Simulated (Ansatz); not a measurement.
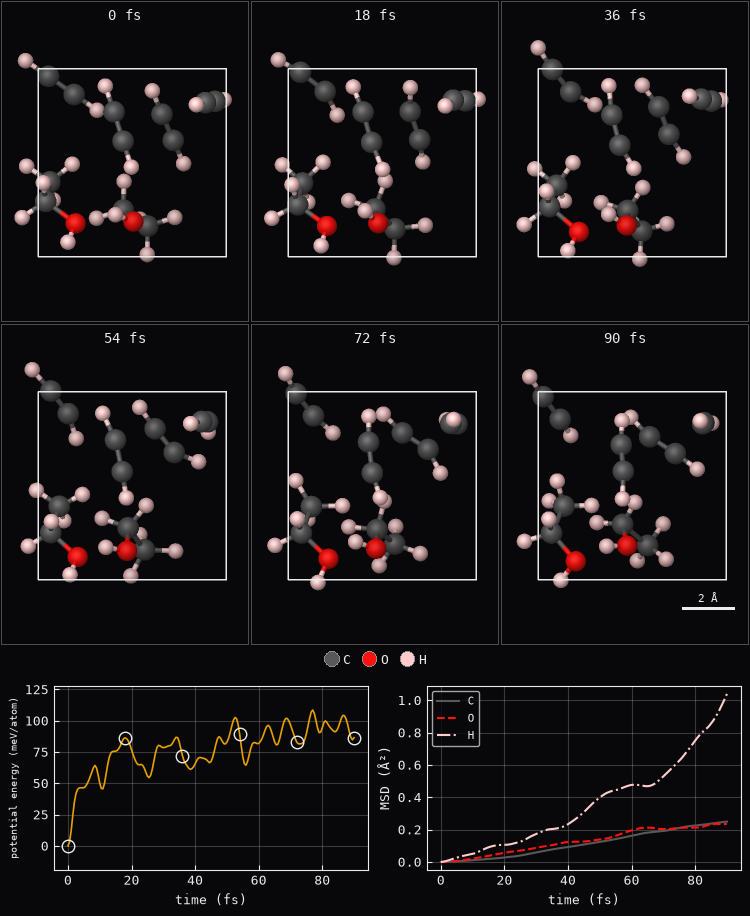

First-principles dynamics of a periodic cell with 2 CH3CH2OH + 4 C2H2 at 0.86 g/cm³, 90 fs long. Frames and the history of the run. Style: ball-and-stick. Shown: the simulation cell, along the a axis. Atoms that leave the cell re-enter on the other side.

All numbers below come from Ansatz 0.2.0, DFT PBE-D3(BJ), scalar-relativistic, plane waves, PAW. Set-up: plane-wave cutoff 420 eV; k-point mesh 1 × 1 × 1; Fermi-Dirac smearing 0.02 eV; low-accuracy preset; Langevin thermostat (NVT); set temperature 1000 K; time step 0.5 fs; friction 0.02 per fs.

Describe the run.

Over the second half the temperature averages 836 K (spread ±101 K). The potential energy in the second half lies on average 89.4 meV per atom above the first frame. Root-mean-square distances from the starting positions over the second half, with the common drift of all atoms taken out: H 0.76 Å, O 0.44 Å, C 0.43 Å. The heavy atoms stay within a fraction of a molecule's size of their starting places, while the hydrogen atoms travel further, as molecules turn; so short a run doesn't tell a liquid from a solid.

Limits of the set-up: the program's low-accuracy preset was used; the periodic images lie only 7.2 Å apart, so the values are limited by the cell's size.

Cost: 7.3 min on 1 thread of Intel(R) Xeon(R) Platinum 8259CL CPU @ 2.50GHz (Skylake/Cascade Lake) (shared host), peak memory 0.48 GiB.
